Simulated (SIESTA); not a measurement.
Band structure of Mg3Sc (Pm-3m, 4 atoms in the cell).

```
CELL_PARAMETERS angstrom
      4.62552     0.00000     0.00000
      0.00000     4.62552     0.00000
      0.00000     0.00000     4.62552
ATOMIC_POSITIONS crystal
  Mg 0.50000 0.50000 0.00000
  Mg 0.00000 0.50000 0.50000
  Mg 0.50000 0.00000 0.50000
  Sc 0.00000 0.00000 0.00000
```

Method of the run: SIESTA with GGA PBEsol, numerical atomic orbitals TZP, PseudoDojo PBEsol standard norm-conserving potentials (rewritten from UPF to PSML).

Settings: XC.functional = GGA; XC.authors = PBEsol; potentials = PseudoDojo PBEsol standard; PAO.BasisSize = TZP; PAO.EnergyShift = 0.005 Ry; MeshCutoff = 400 Ry; kgrid.MonkhorstPack = 10 10 10; OccupationFunction = FD; ElectronicTemperature = 580.23 K; MaxSCFIterations = 150; SCF.Mixer.Method = Pulay; SCF.Mixer.Weight = 0.25; SCF.Mixer.History = 6; SCF.DM.Tolerance = 1.0E-04.

The starting cell comes from a database of computed structures (which also holds hypothetical and non-ambient phases and stackings), without a prior relaxation at this level. Its lattice was rescaled by a random factor within 2.5 % of one. Values carry the incompleteness of an atom-centred basis.

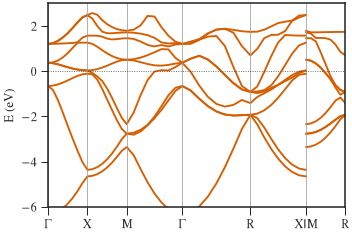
Figure. Bands along the path, energies from the Fermi level.

Levels in eV from the Fermi level, bands 17 to 22:
| point | 17 | 18 | 19 | 20 | 21 | 22 |
|---|---|---|---|---|---|---|
| Γ | -6.33 | -0.65 | -0.65 | 0.37 | 0.37 | 0.37 |
| X | -4.65 | -4.36 | -0.11 | 0.04 | 0.04 | 1.27 |
| M | -3.35 | -2.76 | -2.76 | -2.34 | 0.51 | 0.51 |
| R | -1.93 | -1.93 | -1.93 | -1.41 | -0.91 | -0.91 |

Bands cross the Fermi level along this path, so the cell is metallic at this level.

Higher empty bands are left out: an atom-centred basis made for the valence describes them poorly.
